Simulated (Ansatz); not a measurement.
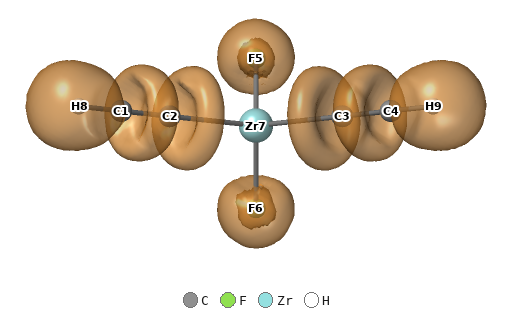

The picture shows: C$_{4}$H$_{2}$F$_{2}$Zr (SMILES C#[C][Zr]([F])([F])[C]#C). Isosurface of the electron localisation function at 0.75 (orange), seen from one side. Only the valence region is drawn (cores and ρ < 0.01 e/Å³ removed).

Geometry: PBE0-D4/def2-SVP; core potentials replace the inner electrons of Zr.

The calculation used Ansatz 0.2.0, isolated molecule in a Gaussian basis; Kohn-Sham density functional theory, functional PBE0.

The calculation's input:

```
basis:
  gaussian:
    orbitals: def2-SVPD
crystal:
  periodic: [false, false, false]
  atoms:
    - {symbol: C, position_ang: [1.159698, -2.533621, 0.831316]}
    - {symbol: C, position_ang: [0.831035, -1.564665, 0.154626]}
    - {symbol: C, position_ang: [-0.919431, 1.505404, 0.227106]}
    - {symbol: C, position_ang: [-1.571531, 2.256836, 0.944686]}
    - {symbol: F, position_ang: [-0.825034, -0.411810, -2.483160]}
    - {symbol: F, position_ang: [1.783385, 1.055865, -1.649861]}
    - {symbol: Zr, position_ang: [0.238737, 0.160497, -1.029389]}
    - {symbol: H, position_ang: [1.447188, -3.383750, 1.427720]}
    - {symbol: H, position_ang: [-2.144048, 2.915265, 1.576955]}
hamiltonian:
  xc: {name: PBE0}
output: {forces: true, orbitals: {seedname: orbitals}}
```

Launched as:

```sh
ansatz run input.yaml --threads 2 --pin off --max-ram 5220MiB --events-out events.jsonl --progress --plain --runs-dir runs
```

What do the ELF domains correspond to?

Answer. The surface consists of two regions between bonded C–C atoms (shared pairs), two regions around hydrogen nuclei, two lobes of the valence shell of C pointing towards Zr and two regions wrapped around F (the valence shell of each). Along the contacts the grid gives the following. C–C (1.23 Å): the ELF peaks at about 0.85 between the atoms: a multiple bond. Zr–F (1.89 Å): the ELF peaks at about 0.85 in the valence shell of F, 0.5 Å from its nucleus, and drops to about 0.20 between the two atoms.
